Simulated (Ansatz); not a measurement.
## Electronic structure of H$_{6}$Si$_{2}$···SiH$_{4}$ in real space

```xyz
13

Si   -0.4698   -1.8010    0.0697
Si    0.6911    1.8556    1.4517
H    -1.5600   -2.8080   -0.0377
H    -0.7349   -0.9517    1.2625
Si   -0.3890   -0.5093   -1.8793
H     1.6589    0.8077    1.0388
H     0.8198   -2.5140    0.2725
H     1.3860    3.1656    1.5320
H     0.1223    1.5111    2.7787
H    -0.4025    1.9385    0.4501
H     0.7954    0.3894   -1.8731
H    -1.6187    0.3188   -2.0001
H    -0.2987   -1.4026   -3.0660
```

The product side of a reaction path; geometry: PBE0-D4/def2-TZVP.

Theory: RKS PBE0-D4/def2-TZVPP in Ansatz 0.2.0.

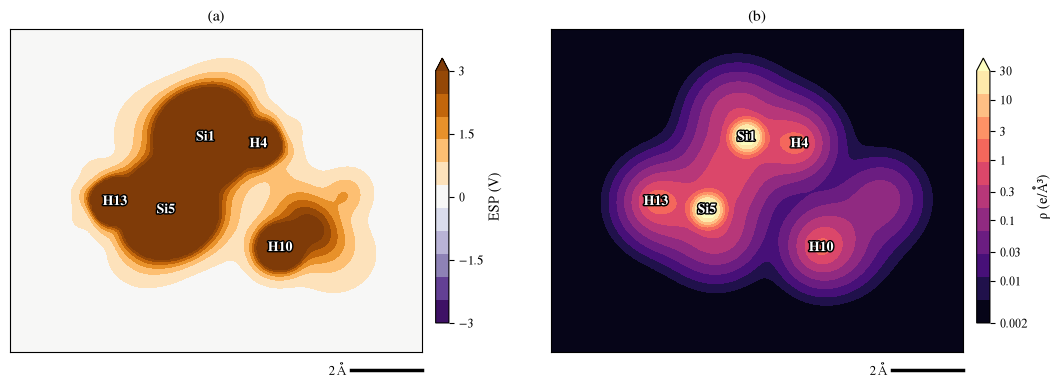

Figure 1. (a) molecular electrostatic potential; (b) electron density on the plane of atoms Si1, Si5 and H13.

> What do the fields say about this system?

The section cuts through Si and H sites. Si1···H13 (3.17 Å): the density falls to about 0.28 e/Å³ on the way: a non-bonded, intermolecular contact. Si–Si (2.34 Å): the density is about 0.64 e/Å³ at the midpoint. Si–H (1.49 Å): ρ is about 0.79 e/Å³ halfway. The potential has no marked negative region in this plane.

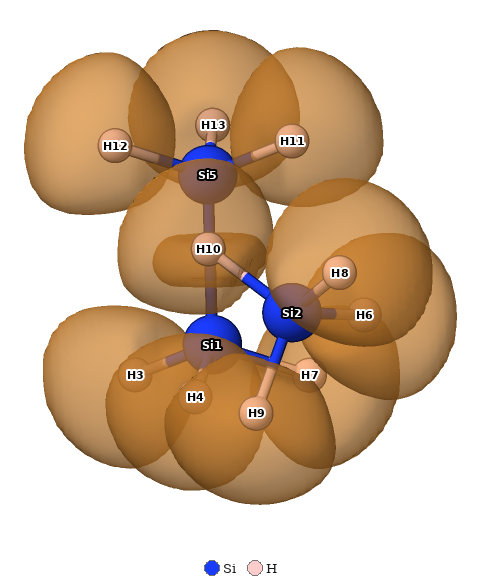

Figure 2. Isosurface of the ELF at 0.85 (orange), seen at an oblique angle. Only the valence region is drawn (cores and ρ < 0.01 e/Å³ removed).

> Describe the localisation domains.

The surface consists of one region between bonded Si–Si atoms (shared pairs) and ten regions around hydrogen nuclei.


Si2···H4 (3.15 Å): the ELF dips to about 0 between them; a weak contact between the two molecules. Si–Si (2.34 Å): the ELF peaks at about 1 between the atoms (a shared electron pair).

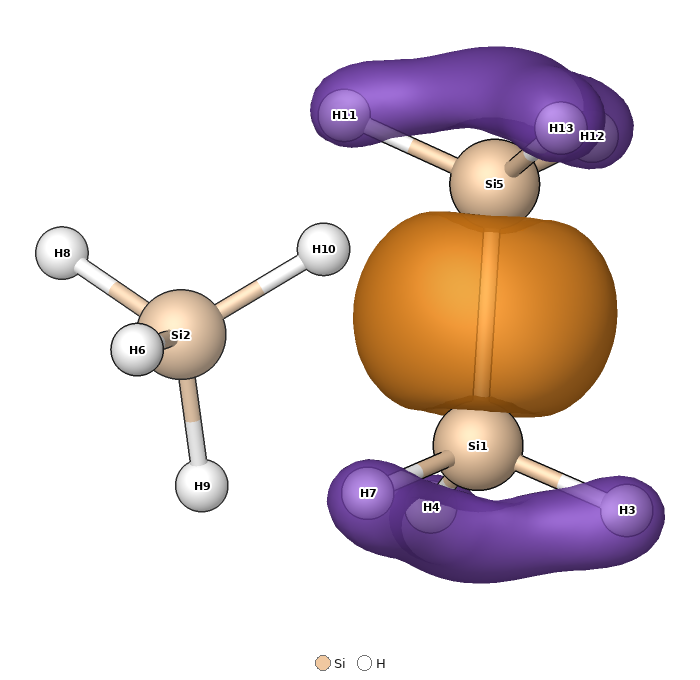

Figure 3. The HOMO at ±0.15 Å⁻³ᐟ² (orange and purple are the two phases), seen at an oblique angle.

> Describe this orbital and give its energy.

By Hirshfeld shares it lies mainly on Si1 (about 40 %) and Si5 (about 35 %). Its energy is −8.40 eV.
